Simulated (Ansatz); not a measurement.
# BeAl2Ge2: relaxing a made-up structure

Starting from a made-up structure for BeAl2Ge2, the aim is the relaxed cell, its shortest contacts and, where a second run follows, its electronic structure.

Program: Ansatz 0.2.0. Level of theory: DFT, PBE, plane-wave PAW, files of the set soft_1, scalar-relativistic, no spin, cell and ions relaxed at zero pressure; PAW set soft_1, in the first sound run; inputs show where later runs differ. Results are calculated unless marked as measured.

### 1. Starting point

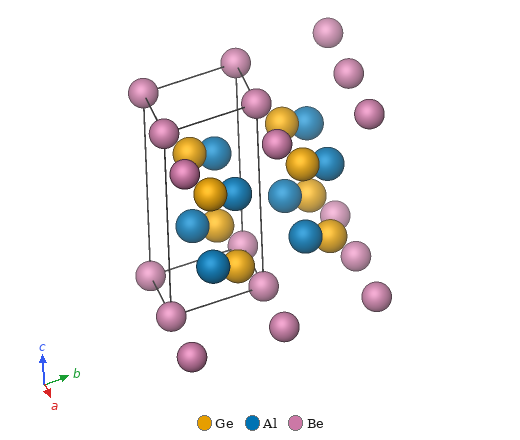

The cell as given, slightly off an axis (germanium orange, aluminium blue, beryllium pink). 2×2×1 cells are drawn. Some periodic images of atoms are drawn too.

### 2. Relaxation of the guess

The guessed cell has no reason to be at equilibrium. It is relaxed with the atoms, within the space group of the guess.

Input file input.yaml:

```yaml
crystal:
  lattice:
    - [3.919, 0.0, 0.0]
    - [-1.9595, 3.393953557, 0.0]
    - [0.0, 0.0, 6.347]
  atoms:
    - { symbol: Ge, position: [0.333333333, 0.666666667, 0.239] }
    - { symbol: Ge, position: [0.666666667, 0.333333333, 0.761] }
    - { symbol: Al, position: [0.333333333, 0.666666667, 0.6345] }
    - { symbol: Al, position: [0.666666667, 0.333333333, 0.3655] }
    - { symbol: Be, position: [0.0, 0.0, 0.0] }
kpoints:
  mp_grid: { grid: [8, 8, 4] }
scf:
  occupations: { method: fermi_dirac, width: 0.05 }
hamiltonian:
  xc: pbe
  pseudopotentials: { kind: paw, azcp: { folder: soft_1 } }
relax:
  f_tol: 0.015
  max_steps: 70
  cell: {}
output:
  forces: true
  stress: true
```

Command:

```console
ansatz run input.yaml --threads 4 --pin off --max-ram 8192MiB --backend cpu --events-out ev --progress --plain --runs-dir out
```

Numbers of over 12 decimals in the logs are rounded to 6 here.

What it wrote:

```text
Engine: ansatz 0.2.0, aarch64-unknown-linux-gnu
Pseudopotentials: kind: paw
Pseudopotential: Ge, paw, valence charge 14, recommended cutoff 420 eV (normal), soft_1/Ge.paw.azcp
Pseudopotential: Al, paw, valence charge 3, recommended cutoff 420 eV (normal), soft_1/Al.paw.azcp
Pseudopotential: Be, paw, valence charge 2, recommended cutoff 420 eV (normal), soft_1/Be.paw.azcp
Functional definition: PBE
  parameter kappa = 0.804
  parameter beta = 0.066725
  exchange = pbe_x(kappa = kappa, mu = beta*pi^2/3)
  correlation = pbe_c(beta = beta)
Crystal: 5 atoms, lattice volume = 84.421 Å³
Basis set: ecut = 420 eV, 1701 PW (Γ), exchange–correlation on 54×54×90 points (8 copies of the dense FFT grid, shifted against one another)
Bands: 23, of which v1, the nominal top of the filled ones, is band 18 counted from 1 (17 counted from 0)
Symmetry: 12 space group operations
Space group: P-3m1 (ITA 164), of the structure as read, at distance tolerance 4.4e-5 Å
k-points: 35 of 256
Non-local potential: Ge, projectors of the file, l = 0: 2, l = 1: 2, l = 2: 3, l = 3: 1
Non-local potential: Al, projectors of the file, l = 0: 2, l = 1: 2, l = 2: 1
Non-local potential: Be, projectors of the file, l = 0: 2, l = 1: 2, l = 2: 1
PAW form: soft (Blöchl's): semilocal exchange-correlation on the pseudo side does not see the compensation charge
PAW one-centre angular grid: Ge, 590 points (default); XC on 64 Gauss nodes
PAW one-centre angular grid: Al, 110 points (default); XC on 64 Gauss nodes
PAW one-centre angular grid: Be, 110 points (default); XC on 64 Gauss nodes
Initial density: superposition of atomic densities (chi_scale 0.1, normalization cell, long waves kept (reshape's long-wave potential 0.02 eV rms))
Initial wavefunctions: pseudopotential atomic-orbital guess
Functional: x = pbe(κ = 0.804, μ = 0.219515), c = pbe(β = 0.066725)
SCF iter   1: F=—  HF=-9756.098674 eV  |F-HF|=—  |Δ(HF+E_count)|=         —  Δρ=3.71e-2  dr2=1.81e0  ethr=3.10e-3  ⟨swp⟩=6.6  Hψ=3980  notcnv=0
preconditioner: auto → Kerker (q_TF=auto, 2.367 Å⁻¹)  [metal: Δε(μ)=0.064 eV  Ē_g=18.244 eV  σ=0.050 eV  W_gap=0.30  n_scr=22 (ndim 8)  ℏωp=24.2 eV  f_vac=0.000  D(μ)=1.16/eV (n_scr^D=2)]
SCF iter   2: F=—  HF=-9755.884658 eV  |F-HF|=—  |Δ(HF+E_count)|=   2.14e-1  Δρ=2.30e-2  dr2=6.85e-1  ethr=3.10e-3  ⟨swp⟩=2.0  Hψ=1226  notcnv=0  defer=8
SCF iter   3: F=—  HF=-9755.746822 eV  |F-HF|=—  |Δ(HF+E_count)|=   1.38e-1  Δρ=2.97e-3  dr2=8.57e-3  ethr=1.90e-3  ⟨swp⟩=2.1  Hψ=1110  notcnv=0  defer=8
SCF iter   4: F=—  HF=-9755.749311 eV  |F-HF|=—  |Δ(HF+E_count)|=   2.49e-3  Δρ=9.26e-4  dr2=1.13e-3  ethr=2.38e-5  ⟨swp⟩=3.0  Hψ=1676  notcnv=0  defer=8
SCF iter   5: F=—  HF=-9755.749611 eV  |F-HF|=—  |Δ(HF+E_count)|=   2.99e-4  Δρ=5.39e-4  dr2=3.75e-4  ethr=3.13e-6  ⟨swp⟩=2.0  Hψ=1423  notcnv=0  defer=8
SCF iter   6: F=—  HF=-9755.749398 eV  |F-HF|=—  |Δ(HF+E_count)|=   2.13e-4  Δρ=2.46e-4  dr2=6.97e-5  ethr=1.04e-6  ⟨swp⟩=2.0  Hψ=1424  notcnv=0  defer=8
SCF iter   7: F=—  HF=-9755.749369 eV  |F-HF|=—  |Δ(HF+E_count)|=   2.91e-5  Δρ=5.14e-5  dr2=5.06e-6  ethr=1.94e-7  ⟨swp⟩=2.0  Hψ=1058  notcnv=0  defer=8
SCF iter   8: F=—  HF=-9755.749370 eV  |F-HF|=—  |Δ(HF+E_count)|=   5.66e-7  Δρ=2.13e-5  dr2=7.07e-7  ethr=1.41e-8  ⟨swp⟩=3.0  Hψ=1463  notcnv=0  defer=8
SCF iter   9: F=-9755.749370 eV  HF=-9755.749370 eV  |F-HF|=7.71e-9  |Δ(HF+E_count)|=   1.74e-9  Δρ=6.04e-6  dr2=3.52e-8  ethr=2.78e-10  ⟨swp⟩=4.1  Hψ=2501  notcnv=0
SCF 1 converged in 9 iterations: F = -9755.749370 eV  dr2 = 3.52e-8
  greatest PAW one-centre occupation: 0.998 electrons in one spin orbital (limit 2), on the Ge atom at site 1 (counted from 0), in its partial waves of l = 2
relax step   1: F+E_penalty+E_count = -9755.74936954 eV  Δ(F+E_penalty+E_count) = +0.000e0 eV  max|allowed force component| = 2.096e0 eV/Å  Δτ_max = 0.0000 Å  P = +8.246 GPa  Ω = 84.421 Å³  (9 SCF iters, dr2 threshold 1.00e-7 eV, accepted)
Crystal: 5 atoms, lattice volume = 83.941 Å³
Basis set: ecut = 420 eV, 1677 PW (Γ), exchange–correlation on 54×54×90 points (8 copies of the dense FFT grid, shifted against one another)
Initial density: handed on by an earlier stage of this run
Initial wavefunctions: those handed on with the density
iter 1 solved again at ethr=8.27e-4 eV; its pass at ethr=3.10e-3 eV (dr2=2.98e-1 eV) is discarded
SCF iter   1: F=—  HF=-9756.251565 eV  |F-HF|=—  |Δ(HF+E_count)|=         —  Δρ=1.64e-2  dr2=2.98e-1  ethr=8.27e-4  ⟨swp⟩=1.0  Hψ=4814  notcnv=0
preconditioner: auto → Resta (q_TF=auto, 2.369 Å⁻¹)  ε∞=2.8  [insulator: Δε(μ)=0.152 eV  Ē_g=18.265 eV  σ=0.050 eV  W_gap=0.64  n_scr=22 (ndim 8)  ℏωp=24.3 eV  f_vac=0.000  D(μ)=1.15/eV (n_scr^D=2)  ε∞_Penn≈2.8]
SCF iter   2: F=—  HF=-9756.198394 eV  |F-HF|=—  |Δ(HF+E_count)|=   5.32e-2  Δρ=6.93e-3  dr2=1.48e-2  ethr=8.27e-4  ⟨swp⟩=2.3  Hψ=1145  notcnv=0
SCF iter   3: F=—  HF=-9756.199725 eV  |F-HF|=—  |Δ(HF+E_count)|=   1.33e-3  Δρ=3.25e-3  dr2=3.29e-3  ethr=4.11e-5  ⟨swp⟩=1.6  Hψ=927  notcnv=0
SCF iter   4: F=—  HF=-9756.200859 eV  |F-HF|=—  |Δ(HF+E_count)|=   1.13e-3  Δρ=4.09e-4  dr2=1.19e-4  ethr=9.15e-6  ⟨swp⟩=2.7  Hψ=1530  notcnv=0
SCF iter   5: F=—  HF=-9756.200788 eV  |F-HF|=—  |Δ(HF+E_count)|=   7.11e-5  Δρ=1.56e-4  dr2=2.48e-5  ethr=3.30e-7  ⟨swp⟩=2.0  Hψ=1435  notcnv=0
SCF iter   6: F=—  HF=-9756.200777 eV  |F-HF|=—  |Δ(HF+E_count)|=   1.15e-5  Δρ=4.75e-5  dr2=2.90e-6  ethr=6.89e-8  ⟨swp⟩=2.0  Hψ=1419  notcnv=0
SCF iter   7: F=-9756.200778 eV  HF=-9756.200778 eV  |F-HF|=7.45e-8  |Δ(HF+E_count)|=   9.93e-7  Δρ=7.91e-6  dr2=7.42e-8  ethr=1.39e-9  ⟨swp⟩=4.0  Hψ=2852  notcnv=0
SCF 2 converged in 7 iterations: F = -9756.200778 eV  dr2 = 7.42e-8
relax step   2: F+E_penalty+E_count = -9756.20077785 eV  Δ(F+E_penalty+E_count) = -4.514e-1 eV  max|allowed force component| = 5.932e-1 eV/Å  Δτ_max = 0.1947 Å  P = +4.262 GPa  Ω = 83.941 Å³  energy of the carried Pulay correction = +8.743e-5 eV  (7 SCF iters, dr2 threshold 5.00e-7 eV, accepted)
Crystal: 5 atoms, lattice volume = 86.227 Å³
Basis set: ecut = 420 eV, 1713 PW (Γ), exchange–correlation on 54×54×90 points (8 copies of the dense FFT grid, shifted against one another)
iter 1 solved again at ethr=3.71e-5 eV; its pass at ethr=3.10e-3 eV (dr2=1.33e-2 eV) is discarded
SCF iter   1: F=—  HF=-9756.340526 eV  |F-HF|=—  |Δ(HF+E_count)|=         —  Δρ=5.22e-3  dr2=1.33e-2  ethr=3.71e-5  ⟨swp⟩=1.1  Hψ=5064  notcnv=0
preconditioner: auto → Kerker (q_TF=auto, 2.359 Å⁻¹)  [metal: Δε(μ)=0.098 eV  Ē_g=7.343 eV  σ=0.050 eV  W_gap=0.40  n_scr=22 (ndim 8)  ℏωp=16.0 eV  f_vac=0.000  D(μ)=1.53/eV (n_scr^D=2)]
SCF iter   2: F=—  HF=-9756.339401 eV  |F-HF|=—  |Δ(HF+E_count)|=   1.12e-3  Δρ=2.81e-3  dr2=4.92e-3  ethr=3.70e-5  ⟨swp⟩=1.0  Hψ=805  notcnv=0
SCF iter   3: F=—  HF=-9756.338995 eV  |F-HF|=—  |Δ(HF+E_count)|=   4.06e-4  Δρ=4.98e-4  dr2=2.94e-4  ethr=1.37e-5  ⟨swp⟩=3.0  Hψ=1488  notcnv=0
SCF iter   4: F=—  HF=-9756.338984 eV  |F-HF|=—  |Δ(HF+E_count)|=   1.18e-5  Δρ=2.02e-4  dr2=4.97e-5  ethr=8.17e-7  ⟨swp⟩=2.0  Hψ=1428  notcnv=0
SCF iter   5: F=—  HF=-9756.338950 eV  |F-HF|=—  |Δ(HF+E_count)|=   3.36e-5  Δρ=9.09e-5  dr2=1.47e-5  ethr=1.38e-7  ⟨swp⟩=2.6  Hψ=1369  notcnv=0
SCF iter   6: F=—  HF=-9756.338954 eV  |F-HF|=—  |Δ(HF+E_count)|=   4.09e-6  Δρ=2.47e-5  dr2=1.05e-6  ethr=4.10e-8  ⟨swp⟩=2.2  Hψ=1094  notcnv=0
SCF iter   7: F=-9756.338954 eV  HF=-9756.338954 eV  |F-HF|=8.46e-9  |Δ(HF+E_count)|=   3.89e-7  Δρ=8.08e-6  dr2=6.06e-8  ethr=1.39e-9  ⟨swp⟩=4.0  Hψ=2487  notcnv=0
SCF 3 converged in 7 iterations: F = -9756.338954 eV  dr2 = 6.06e-8
relax step   3: F+E_penalty+E_count = -9756.33895439 eV  Δ(F+E_penalty+E_count) = -1.382e-1 eV  max|allowed force component| = 2.384e-1 eV/Å  Δτ_max = 0.0658 Å  P = +1.419 GPa  Ω = 86.227 Å³  energy of the carried Pulay correction = -3.247e-4 eV  (7 SCF iters, dr2 threshold 5.00e-7 eV, accepted)
[...]
relax step   4: F+E_penalty+E_count = -9756.34990797 eV  Δ(F+E_penalty+E_count) = -1.095e-2 eV  max|allowed force component| = 1.272e-1 eV/Å  Δτ_max = 0.0885 Å  P = -0.216 GPa  Ω = 87.949 Å³  energy of the carried Pulay correction = -6.281e-4 eV  (7 SCF iters, dr2 threshold 5.00e-7 eV, accepted)
[...]
relax step   5: F+E_penalty+E_count = -9756.36910223 eV  Δ(F+E_penalty+E_count) = -1.919e-2 eV  max|allowed force component| = 1.746e-2 eV/Å  Δτ_max = 0.0328 Å  P = +0.144 GPa  Ω = 87.483 Å³  energy of the carried Pulay correction = -5.466e-4 eV  (6 SCF iters, dr2 threshold 5.00e-7 eV, accepted)
[...]
relax step   6: F+E_penalty+E_count = -9756.36920619 eV  Δ(F+E_penalty+E_count) = -1.040e-4 eV  max|allowed force component| = 6.715e-3 eV/Å  Δτ_max = 0.0022 Å  P = +0.056 GPa  Ω = 87.570 Å³  energy of the carried Pulay correction = -5.618e-4 eV  (4 SCF iters, dr2 threshold 7.69e-8 eV, accepted)
[...]
relax step   7: F+E_penalty+E_count = -9756.36919094 eV  Δ(F+E_penalty+E_count) = +1.524e-5 eV  max|allowed force component| = 6.489e-3 eV/Å  Δτ_max = 0.0013 Å  P = -0.043 GPa  Ω = 87.680 Å³  energy of the carried Pulay correction = -5.810e-4 eV  (5 SCF iters, dr2 threshold 7.96e-9 eV, accepted)
[...]
relax step   8: F+E_penalty+E_count = -9756.36921421 eV  Δ(F+E_penalty+E_count) = -2.327e-5 eV  max|allowed force component| = 2.936e-4 eV/Å  Δτ_max = 0.0010 Å  P = +0.000 GPa  Ω = 87.627 Å³  energy of the carried Pulay correction = -5.718e-4 eV  (4 SCF iters, dr2 threshold 7.45e-9 eV, accepted)
Initial wavefunctions: pseudopotential atomic-orbital guess (no wavefunctions were taken with the density)
iter 1 solved again at ethr=2.42e-6 eV; its pass at ethr=3.10e-3 eV (dr2=8.73e-4 eV) is discarded
SCF iter   1: F=—  HF=-9756.369850 eV  |F-HF|=—  |Δ(HF+E_count)|=         —  Δρ=9.46e-5  dr2=2.32e-7  ethr=2.42e-6  ⟨swp⟩=2.1  Hψ=5331  notcnv=0
eigensolver tolerance schedule: the retry pair's looser diagonalisation over-reported the residual by 3760.95 of it (diagonalisation noise at an unbounded share of the residual, at the tolerance the schedule requests for it); recorded, not acted on — ethr = c·dr2/N_el stays at c = 1.0e-1
SCF iter   2: F=—  HF=-9756.369872 eV  |F-HF|=—  |Δ(HF+E_count)|=   2.19e-5  Δρ=4.89e-5  dr2=9.83e-8  ethr=6.44e-10  ⟨swp⟩=2.8  Hψ=1552  notcnv=0
SCF iter   3: F=—  HF=-9756.369885 eV  |F-HF|=—  |Δ(HF+E_count)|=   1.24e-5  Δρ=1.17e-5  dr2=6.30e-9  ethr=2.73e-10  ⟨swp⟩=3.0  Hψ=1558  notcnv=0
SCF iter   4: F=—  HF=-9756.369885 eV  |F-HF|=—  |Δ(HF+E_count)|=   7.13e-7  Δρ=1.84e-6  dr2=3.57e-10  ethr=1.75e-11  ⟨swp⟩=2.0  Hψ=1431  notcnv=0
SCF iter   5: F=-9756.369885 eV  HF=-9756.369885 eV  |F-HF|=9.09e-12  |Δ(HF+E_count)|=   1.78e-8  Δρ=1.90e-7  dr2=3.17e-11  ethr=1.00e-12  ⟨swp⟩=4.0  Hψ=2797  notcnv=0
SCF 9 converged in 5 iterations: F = -9756.369885 eV  dr2 = 3.17e-11
relax step   9: F+E_penalty+E_count = -9756.36988534 eV  Δ(F+E_penalty+E_count) = -6.711e-4 eV  max|allowed force component| = 2.411e-4 eV/Å  Δτ_max = 0.0000 Å  P = +0.010 GPa  Ω = 87.627 Å³  stress off target by 1.04e-2 GPa  SCF on the basis re-selected at this cell (its energy is not comparable with the rows above)  (5 SCF iters)
basis re-selected at this cell: Δ(F+E_penalty+E_count) = -6.711e-4 eV, ΔP = +0.010 GPa vs the last step (what re-selecting the basis moved, of the pressure what is left beyond the Pulay correction that the steps carried, after the strain that the cell walked since its last selection, with what the two solves' SCF thresholds leave and, on support functions, any second-order correction that the steps lacked; it is no m [...]
SCF converged after 5 iterations
Free energy (F): -9756.369885 eV
Harris-Foulkes:  -9756.369885 eV  (|F-HF|=9.09e-12)
Internal energy: -9756.359792 eV  (E = F + TS)
E sigma→0 (E₀):  -9756.364839 eV
Entropy (-TS):   -0.010094 eV (-2.019 meV/atom)
Fermi energy:    8.097990 eV
--- Per-component energies (eV) ---
  E_band       = -270.418482
  E_kinetic    = 246.413310
  E_local      = -4867.884419  (includes V_loc(G=0)·N_el)
  E_nonlocal   = 457.131904
  E_hartree    = 2343.654640
  E_xc         = -237.544381
  E_vxc        = -207.206813  (∫ρ·V_xc dr)
  E_paw        = -5021.255553  (= ΣΔE_a)
  E_vpaw       = -586.181484  (= ΣTr[D̂ρ^β])
  E_aug_tail   = 0.000034  (compensation charges beyond the density's cutoff)
  E_ewald      = -2676.875327
  E_smearing   = -0.010094  (= −TS)
  E_closure    = 0.000000  (closes the sum)
  Σ components = -9756.369885   (vs F -9756.369885, Δ=0.00e0)
--- Forces (eV/Å), atoms counted from 1 ---
  atom   1  Ge     0.00000000     0.00000000     0.00024107
  atom   2  Ge     0.00000000    -0.00000000    -0.00024107
  atom   3  Al     0.00000000    -0.00000000    -0.00022572
  atom   4  Al     0.00000000     0.00000000     0.00022572
  atom   5  Be     0.00000000     0.00000000     0.00000000
  max |Σ_I F_I| component: 6.94e-18 eV/Å
--- Stress (GPa, compression-positive) ---
        0.009596      -0.000000      -0.000000
       -0.000000       0.009596      -0.000000
       -0.000000      -0.000000       0.010358
  P = ⅓ Tr σ = 0.0099 GPa (0.099 kbar)
--- Relaxed structure (8 steps of the walk, 8 accepted, 1 SCFs on fresh bases) ---
  F+E_penalty+E_count = -9756.36988534 eV   max|allowed force component| = 2.411e-4 eV/Å   (the final SCF, on the basis selected at the relaxed cell)
  cell:  # Å, volume = 87.6273 Å³
    - [3.982904, 0, 0]
    - [-1.991452, 3.449296, 0]
    - [0, 0, 6.378365]
  atoms:
    - { symbol: Ge, position: [0.333333, 0.666667, 0.193060] }
    - { symbol: Ge, position: [0.666667, 0.333333, 0.806940] }
    - { symbol: Al, position: [0.333333, 0.666667, 0.623994] }
    - { symbol: Al, position: [0.666667, 0.333333, 0.376006] }
    - { symbol: Be, position: [0, 0, -8.472731645703642e-19] }
```

Wall time 7 s (4 threads of Arm Neoverse V2, shared host); peak memory 0.41 GiB.

Relaxation path:

| step | energy less that of the first step (eV) | largest force component (eV/Å) | pressure (GPa) | volume (Å³) |
| --- | --- | --- | --- | --- |
| 1 | 0.0000 | 2.0957 | 8.25 | 84.42 |
| 2 | -0.4514 | 0.5932 | 4.26 | 83.94 |
| 3 | -0.5896 | 0.2384 | 1.42 | 86.23 |
| 4 | -0.6005 | 0.1272 | -0.22 | 87.95 |
| 5 | -0.6197 | 0.0175 | 0.14 | 87.48 |
| 6 | -0.6198 | 0.0067 | 0.06 | 87.57 |
| 7 | -0.6198 | 0.0065 | -0.04 | 87.68 |
| 8 | -0.6198 | 0.0003 | 0.00 | 87.63 |
| 9* | -0.6205 | 0.0002 | 0.01 | 87.63 |

Relaxation steps marked * repeat the geometry before them on a plane-wave basis chosen anew for their cell, so energy and pressure can jump there.

The run keeps the 12 symmetry operations that it works with, so distortions that break them were not tested.

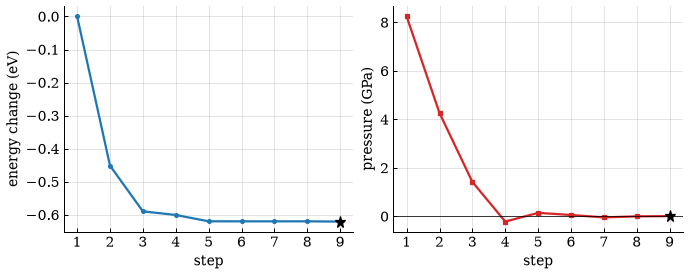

Energy and pressure along the relaxation. Stars mark steps on a basis chosen anew.

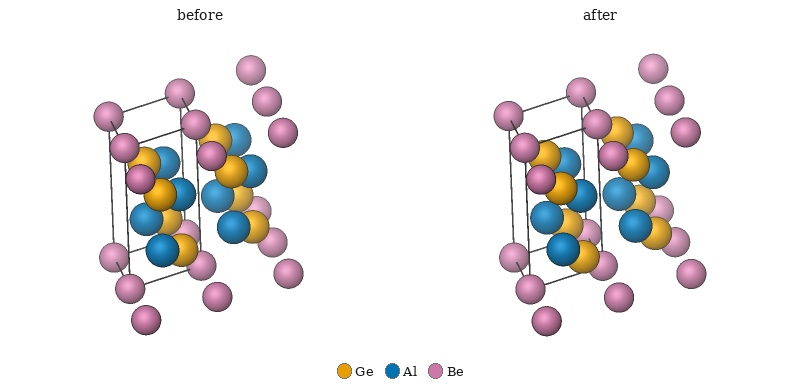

Before and after, at one scale.

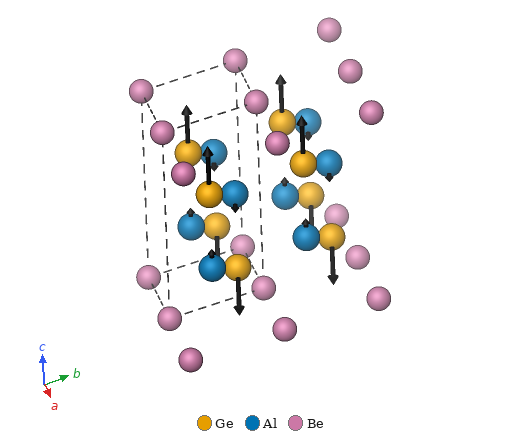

Displacements in the relaxation, exaggerated, measured against the changing cell; the longest in the cell stands for 0.29 Å. 2×2×1 cells are drawn. Some periodic images of atoms are drawn too.

| conventional cell, symmetrised | before | after | change |
| --- | --- | --- | --- |
| a (Å) | 3.919 | 3.983 | +1.6 % |
| b (Å) | 3.919 | 3.983 | +1.6 % |
| c (Å) | 6.347 | 6.378 | +0.5 % |
| volume (Å³/atom) | 16.88 | 17.53 | +3.8 % |

The atoms that moved most (Å, as changes of fractional coordinates times the final cell):

| atom | dx | dy | dz | length |
| --- | --- | --- | --- | --- |
| Ge1 | 0.000 | 0.000 | -0.293 | 0.293 |
| Ge2 | 0.000 | 0.000 | 0.293 | 0.293 |
| Al3 | 0.000 | 0.000 | -0.067 | 0.067 |
| Al4 | 0.000 | 0.000 | 0.067 | 0.067 |

Final coordinates:

```cif
data_structure
_symmetry_space_group_name_H-M 'P 1'
_symmetry_Int_Tables_number 1
_cell_length_a 3.9829
_cell_length_b 3.9829
_cell_length_c 6.3784
_cell_angle_alpha 90.000
_cell_angle_beta 90.000
_cell_angle_gamma 120.000
_cell_volume 87.63
loop_
_atom_site_label
_atom_site_type_symbol
_atom_site_fract_x
_atom_site_fract_y
_atom_site_fract_z
_atom_site_occupancy
Ge1 Ge 0.33333 0.66667 0.19306 1
Ge2 Ge 0.66667 0.33333 0.80694 1
Al3 Al 0.33333 0.66667 0.62399 1
Al4 Al 0.66667 0.33333 0.37601 1
Be5 Be 0.00000 0.00000 0.00000 1
```

This step gave:

| Item | Value |
| --- | --- |
| free energy | -9756.3699 eV |
| energy at zero smearing | -9756.3648 eV |
| smearing term TS | 0.01009 eV |
| Fermi energy | 8.098 eV |
| electrons | 36 |
| symmetry operations | 12 |
| pressure | 0.009850 GPa |

The shortest distance of each pair, which need not be the same contact before and after:

| pair | guess (Å) | relaxed (Å) |
| --- | --- | --- |
| Al–Ge | 2.401 | 2.579 |
| Be–Ge | 2.724 | 2.608 |
| Al–Al | 2.835 | 2.791 |
| Al–Be | 3.241 | 3.323 |
| Ge–Ge | 3.785 | 3.369 |

The relaxation ends with a largest force component of 2.4e-4 eV/Å and a pressure of 0.01 GPa.

[end of part 1 of 2]

[Logs are printed without paths, hosts, clocks, repeated set-up lines and the standing remarks that a program may print on its own settings, such as how far it seeks lower states.]

[Hosts, paths, dates, database ids (printed as entryN), source tags and the programs' standing remarks are cut or masked in the printed files.]
